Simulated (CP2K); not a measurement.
# CH6B2O (SMILES CBBO) at AM1

What is the vertical ionisation energy of CH6B2O at AM1? 

The calculation is run with CP2K 2026.2.

## (1) The system as given

CH6B2O: 10 atoms, total charge 0, spin state singlet. As SMILES, `CBBO`. The shape is that of a GFN2-xTB optimisation. This is one conformer, not always the lowest.

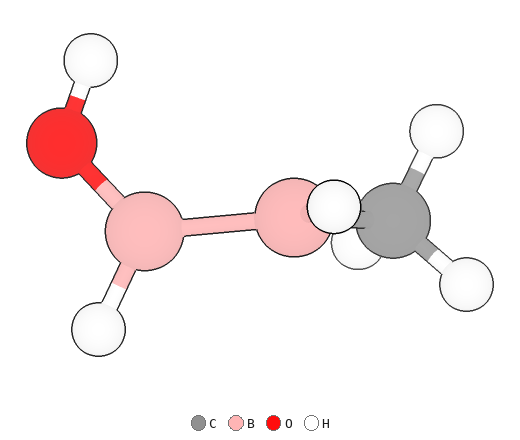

The structure, seen from a chosen angle (carbon grey, boron pink, oxygen red, hydrogen white).

## (2) A single-point energy at AM1

Input file molecule.inp:

```
&GLOBAL
   PROJECT_NAME molecule
   RUN_TYPE ENERGY
   PRINT_LEVEL MEDIUM
&END GLOBAL

&FORCE_EVAL
   METHOD QUICKSTEP
   &DFT
      &QS
         METHOD AM1
         EPS_DEFAULT 1.0E-10
         &SE
            &COULOMB
               CUTOFF [angstrom] 50
               RC_RANGE [angstrom] 0
            &END COULOMB
            &EXCHANGE
               CUTOFF [angstrom] 50
               RC_RANGE [angstrom] 0
            &END EXCHANGE
         &END SE
      &END QS
      &POISSON
         PERIODIC NONE
         POISSON_SOLVER ANALYTIC
      &END POISSON
      # SCF settings
      &SCF
         SCF_GUESS ATOMIC
         EPS_SCF 1.0E-07
         MAX_SCF 150
         ADDED_MOS 8
         &DIAGONALIZATION
            ALGORITHM STANDARD
         &END DIAGONALIZATION
         &MIXING
            METHOD DIRECT_P_MIXING
            ALPHA 0.4
         &END MIXING
      &END SCF
      # extra output
      &PRINT
         &MOMENTS
            PERIODIC F
            REFERENCE COM
            MAX_MOMENT 1
         &END MOMENTS
         &MO ON
            ENERGIES T
            OCCUPATION_NUMBERS T
            NDIGITS 6
            &EACH
               QS_SCF 0
            &END EACH
            ADD_LAST NUMERIC
         &END MO
         &HIRSHFELD OFF
         &END HIRSHFELD
      &END PRINT
   &END DFT
   # structure
   &SUBSYS
      # box in angstrom
      &CELL
         ABC 20.5 18.9 19.9
         PERIODIC NONE
      &END CELL
      &COORD
         C     -1.157740     0.438660    -0.829420
         B     -0.103830    -0.597190    -0.270530
         B      0.776080    -0.358390     1.122990
         O      1.985240     0.211240     1.265170
         H     -2.107600    -0.042380    -1.060290
         H     -1.360280     1.288350    -0.181640
         H     -0.794560     0.832580    -1.780100
         H      0.004620    -1.584460    -0.904750
         H      0.345530    -0.725020     2.166830
         H      2.412560     0.536600     0.471750
      &END COORD
      &TOPOLOGY
         &CENTER_COORDINATES
         &END CENTER_COORDINATES
      &END TOPOLOGY
   &END SUBSYS
&END FORCE_EVAL
```

Launch:

```
OMP_NUM_THREADS=1 cp2k.psmp -i molecule.inp > molecule.out 2>&1
```

The program printed, cut to the lines that bear on the results:

```text
CP2K| version string:                                       CP2K version 2026.2
[...]
 GLOBAL| Method name                                                        CP2K
[...]
 GLOBAL| Run type                                                         ENERGY
[...]
                             - Atoms:                                         10
[...]
                             - Spherical basis functions:                     22
[...]
 Number of electrons:                                                         22
[...]
     1 P_Mix/Diag. 0.40E+00    0.0     0.74484789       -18.1780162888 -1.82E+01
[...]
    17 DIIS/Diag.  0.73E-07    0.0     0.00000006       -24.6488938692 -3.41E-13
  *** SCF run converged in    17 steps ***
  Core-core repulsion energy [eV]:                           1176.41009423886180
  Core Hamiltonian energy [eV]:                             -1044.04398254231478
  Two-electron integral energy [eV]:                        -1606.19324882020942
  Electronic energy [eV]:                                   -1847.14060695241960
  Total energy [eV]:                                         -670.73051271355757
  Atomic reference energy [eV]:                               668.04677490465315
  Heat of formation [kcal/mol]:                               -61.88846901392897
[...]
 SE_DIPOLE| Moment [Debye]          0.02753225      -0.53421295       1.56059089
 SE_DIPOLE| Derivative [a.u.]       0.00000000       0.00000000       0.00000000
 ENERGY| Total FORCE_EVAL ( QS ) energy [hartree]            -24.648893869172042
[...]
```

Run time: 1.4 s. Hardware: 1 thread of Intel Xeon Platinum 8259CL at 2.50GHz (Skylake/Cascade Lake), shared host; peak memory 0.19 GiB.

## (3) The doublet cation

Input file molecule.inp:

```
&GLOBAL
  PROJECT molecule
  RUN_TYPE ENERGY
  PRINT_LEVEL MEDIUM
&END GLOBAL

&FORCE_EVAL
  METHOD QS
  &DFT
    CHARGE 1
    MULTIPLICITY 2
    SPIN_POLARIZED T
    ! Quickstep
    &QS
      METHOD AM1
      EPS_DEFAULT 1.0E-10
      &SE
        &COULOMB
          CUTOFF [angstrom] 50
          RC_RANGE [angstrom] 0
        &END COULOMB
        &EXCHANGE
          CUTOFF [angstrom] 50
          RC_RANGE [angstrom] 0
        &END EXCHANGE
      &END SE
    &END QS
    ! isolated system
    &POISSON
      PERIODIC NONE
      POISSON_SOLVER ANALYTIC
    &END POISSON
    &SCF
      SCF_GUESS ATOMIC
      EPS_SCF 1.0E-07
      MAX_SCF 150
      ADDED_MOS 2
      &DIAGONALIZATION
        ALGORITHM STANDARD
      &END DIAGONALIZATION
      &MIXING
        METHOD DIRECT_P_MIXING
        ALPHA 0.4
      &END MIXING
    &END SCF
    ! extra output
    &PRINT
      &MOMENTS
        PERIODIC F
        REFERENCE COM
        MAX_MOMENT 1
      &END MOMENTS
      &MO ON
        ENERGIES T
        OCCUPATION_NUMBERS T
        NDIGITS 6
        &EACH
          QS_SCF 0
        &END EACH
        ADD_LAST NUMERIC
      &END MO
      &HIRSHFELD OFF
      &END HIRSHFELD
    &END PRINT
  &END DFT
  &SUBSYS
    &CELL
      ABC [angstrom] 20.5 18.9 19.9
      PERIODIC NONE
    &END CELL
    &COORD
      C     -1.157740     0.438660    -0.829420
      B     -0.103830    -0.597190    -0.270530
      B      0.776080    -0.358390     1.122990
      O      1.985240     0.211240     1.265170
      H     -2.107600    -0.042380    -1.060290
      H     -1.360280     1.288350    -0.181640
      H     -0.794560     0.832580    -1.780100
      H      0.004620    -1.584460    -0.904750
      H      0.345530    -0.725020     2.166830
      H      2.412560     0.536600     0.471750
    &END COORD
    &TOPOLOGY
      &CENTER_COORDINATES
      &END CENTER_COORDINATES
    &END TOPOLOGY
  &END SUBSYS
&END FORCE_EVAL
```

Launch:

```
OMP_NUM_THREADS=1 cp2k.psmp molecule.inp > molecule.out
```

The program printed, cut to the lines that bear on the results:

```text
CP2K| version string:                                       CP2K version 2026.2
[...]
 GLOBAL| Method name                                                        CP2K
[...]
 GLOBAL| Run type                                                         ENERGY
[...]
                             - Atoms:                                         10
[...]
                             - Spherical basis functions:                     22
[...]
 Number of electrons:                                                         11
[...]
     1 P_Mix/Diag. 0.40E+00    0.0     0.36680611       -17.7902180151 -1.78E+01
[...]
    40 DIIS/Diag.  0.52E-07    0.0     0.00000009       -24.2953286661 -1.03E-13
  *** SCF run converged in    40 steps ***
  Core-core repulsion energy [eV]:                           1176.41009423886180
  Core Hamiltonian energy [eV]:                             -1025.85999672985258
  Two-electron integral energy [eV]:                        -1623.31922352472202
  Electronic energy [eV]:                                   -1837.51960849221359
  Total energy [eV]:                                         -661.10951425335168
  Atomic reference energy [eV]:                               668.04677490465315
  Heat of formation [kcal/mol]:                               159.97704374663752
[...]
 SE_DIPOLE| Moment [Debye]          0.57504958       1.05488933       1.07125201
 SE_DIPOLE| Derivative [a.u.]       0.00000000       0.00000000       0.00000000
 ENERGY| Total FORCE_EVAL ( QS ) energy [hartree]            -24.295328666059898
[...]
```

Wall time 1.6 s (1 thread of Intel Xeon Platinum 8259CL at 2.50GHz (Skylake/Cascade Lake), shared host); peak memory 0.19 GiB.

## (4) Results

At AM1:

| quantity | value |
| --- | --- |
| singlet CH6B2O: total energy | -24.64889 Eh |
| singlet CH6B2O: dipole moment | 1.65 D |
| singlet CH6B2O: HOMO energy | -9.89 eV |
| singlet CH6B2O: LUMO energy | 1.39 eV |
| singlet CH6B2O: HOMO–LUMO gap | 11.28 eV |
| singlet CH6B2O: heat of formation | -61.9 kcal/mol |
| doublet cation: total energy | -24.29533 Eh |
| doublet cation: HOMO energy (highest over α and β) | -16.47 eV |
| doublet cation: LUMO energy (lowest over α and β) | -9.33 eV |
| doublet cation: heat of formation | 160.0 kcal/mol |
| vertical ionisation energy (to the doublet cation) | 9.621 eV |

**Reading.** The vertical ionisation energy comes to 9.62 eV (928 kJ/mol).
